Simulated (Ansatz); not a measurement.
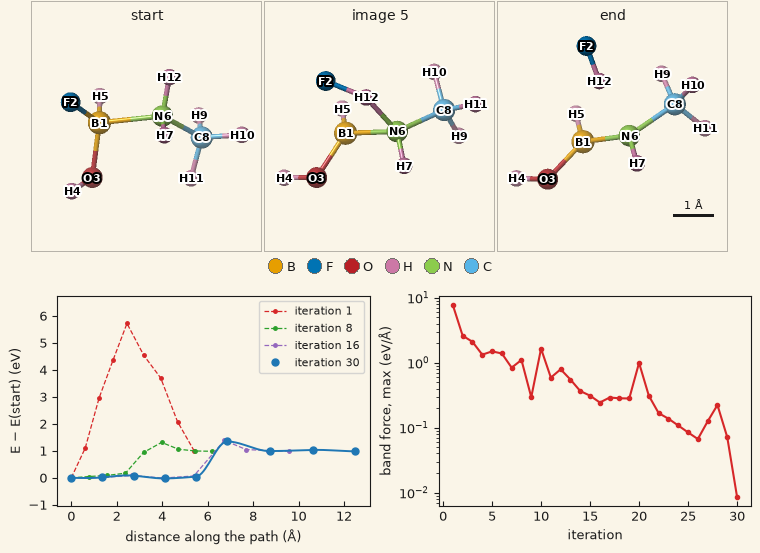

NEB run on CH$_{7}$BFNO. Images are numbered from 0 (start) to 8 (end). The plot follows the band through its iterations. The picture is a ball-and-stick view, seen at a tilt.

All numbers below come from RKS r2SCAN-D4/6-31G* (Ansatz). Set-up: 7 movable images; climbing image; force threshold 0.05 eV/Å; iteration limit 48; starting path through a guess of the saddle point.

Question: Did the band converge, and can the barrier be trusted?

Answer: The run is converged, with reservations. The band converged in 30 iterations. The largest component of the band force went from 7.7 to 0.0086 eV/Å. The climbing image converged on the top of the path. Its vibrational analysis gives one imaginary mode (668i cm⁻¹), as a transition state must have. The first iteration put the highest image at 5.72 eV. The energy climbs by 1.35 eV to image 5 and then falls by 0.36 eV, so the end point sits at +0.98 eV. Image 3 lies below both ends, at −0.02 eV, which points to an intermediate minimum that so few images don't resolve. The profile has 3 maxima (images 2, 5, 7) with a dip at image 3, 6 (−0.02 eV, +0.99 eV), so the process runs in steps.

Cost: 9.3 min on 2 threads of Arm Neoverse V2, with other jobs on the host, peak memory 0.15 GiB.
